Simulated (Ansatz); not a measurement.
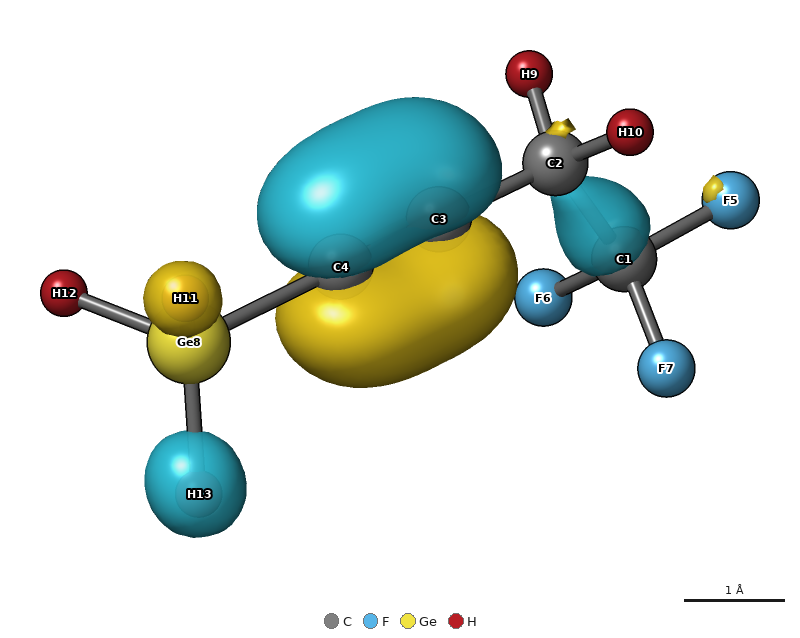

C4H5F3Ge. The HOMO−1 at ±0.15 Å⁻³ᐟ² (yellow and cyan are the two phases), seen at a tilt.

Geometry: r2SCAN-D4/def2-SVP.

All numbers below come from isolated molecule in a Gaussian basis; Kohn-Sham density functional theory, functional PBE0 (Ansatz).

```xyz
13

C    -3.2034    0.2125   -0.4006
C    -2.3658    0.7025    0.7689
C    -0.9450    0.7649    0.4736
C     0.2491    0.8167    0.2236
F    -4.5016    0.1819   -0.0518
F    -2.8535   -1.0240   -0.7775
F    -3.0864    1.0160   -1.4655
Ge    2.0993    0.8902   -0.1855
H    -2.5645    0.0227    1.6150
H    -2.7553    1.6956    1.0508
H     2.6908    2.1610    0.4335
H     2.7864   -0.3481    0.3995
H     2.2652    0.9177   -1.7080
```

What is the character of this orbital?

Answer. Its weight (Hirshfeld) is mainly on C4 (about 35 %), C3 (about 35 %) and Ge8 (about 5 %); π-bonding across C4–C3. Its energy is −8.17 eV.
